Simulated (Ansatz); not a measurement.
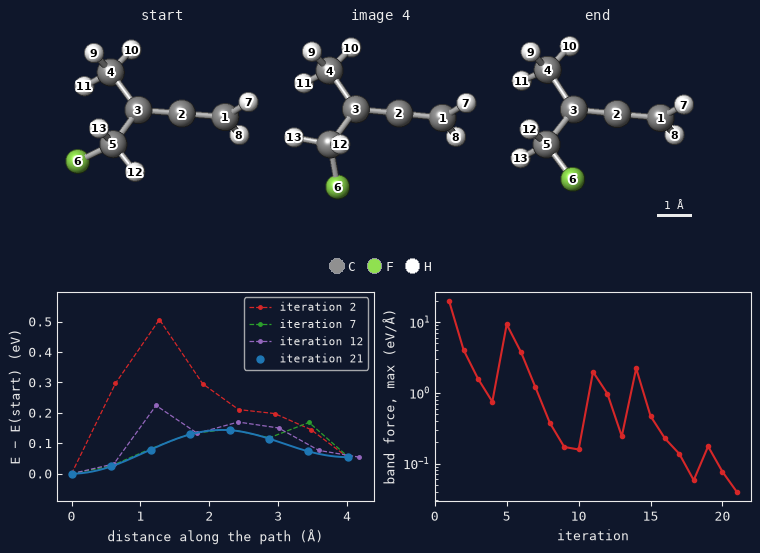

A nudged-elastic-band calculation for C5H7F. Images are numbered from 0 (start) to 7 (end). The plot follows the band through its iterations. A ball-and-stick model, seen at a tilt.

Theory: Ansatz, RKS BHLYP/6-31G*. Settings: 6 movable images; no climbing image; force threshold 0.05 eV/Å; iteration limit 60; starting path through a guess of the saddle point.

Question: Did the band converge, and can the barrier be trusted?

Answer: The run is converged, with reservations. The band converged in 21 iterations. The largest component of the band force went from 20 to 0.04 eV/Å. No image climbed, so the highest image needn't lie on the saddle point, and the true maximum along this path can be higher. The first iteration put the highest image at 4.283 eV. Forward barrier 0.143 eV, backward barrier 0.089 eV, with image 4 at the top; the reaction energy is +0.054 eV.

The run took 5.3 min on 2 threads of Arm Neoverse V2 (shared host), peak memory 0.23 GiB.
